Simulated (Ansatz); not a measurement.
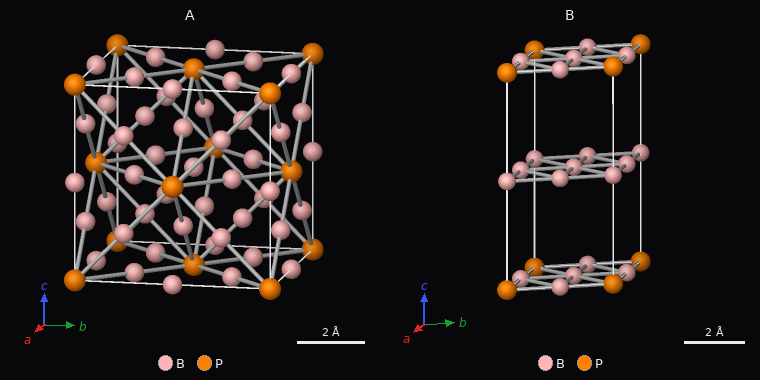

Two structures of B$_{7}$P, each relaxed to rest (conventional cells in solid outline, small ones repeated, not to one scale). Method: DFT PBE, scalar-relativistic, plane waves, PAW (Ansatz), without spin polarisation.

### Characterise the two forms.

A: 32 atoms a cell on a face-centred cubic lattice, Fm-3m. B: 8 atoms a cell on a primitive hexagonal lattice, P6/mmm.

### Which form lies lower?

B is lower, by 372 meV/atom at this level of theory (energies at zero smearing). Volumes: A 6.7, B 10.8 Å³/atom.

One or both may be structure types tried for this composition rather than known phases.
